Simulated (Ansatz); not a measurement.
The calculation's input:

```
crystal:
  periodic: [false, false, false]
  atoms:
    - {symbol: F, position_ang: [-0.490171, 0.405598, -1.652931]}
    - {symbol: Cl, position_ang: [1.831263, 1.020325, 0.374622]}
    - {symbol: Al, position_ang: [-0.027125, 0.022353, -0.091237]}
    - {symbol: Cl, position_ang: [0.242077, -2.114455, 0.076969]}
    - {symbol: Cl, position_ang: [-1.555945, 0.666180, 1.292578]}
basis:
  gaussian: {orbitals: "def2-TZVPPD.json"}
total_charge: -1
hamiltonian: {xc: pbe0, dispersion: d4}
output: {orbitals: {seedname: orbitals}}
```

Launched as:

```sh
ansatz run in.yaml --threads 4 --pin off --events-out ev --progress --plain --max-ram 9574MiB
```

Geometry: PBE0-D4/def2-TZVPD.

Method: RKS PBE0-D4/def2-TZVPPD in Ansatz 0.2.0.

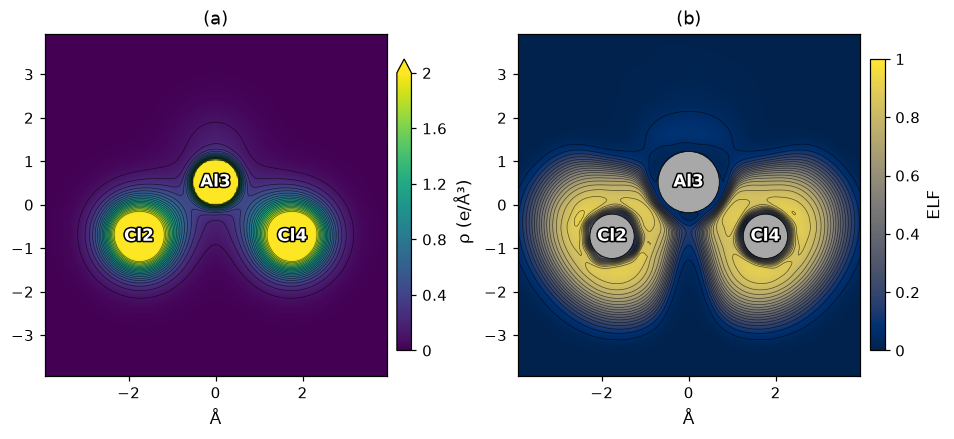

AlCl₃F (charge −1). (a) total electron density; (b) ELF on the plane of atoms Cl2, Al3 and Cl4. Grey discs cover the atomic cores in the ELF map.

Q: What does the map show?

A:
- The section cuts through Cl and Al sites.
- Al–Cl (2.16 Å): ρ is about 0.66 e/Å³ halfway; the ELF peaks at about 0.90 in the valence shell of Cl, 0.9 Å from its nucleus, and is about 0.85 at the midpoint.
- The ELF also peaks beside Cl2 and Cl4, away from the bonds: lone-pair regions.
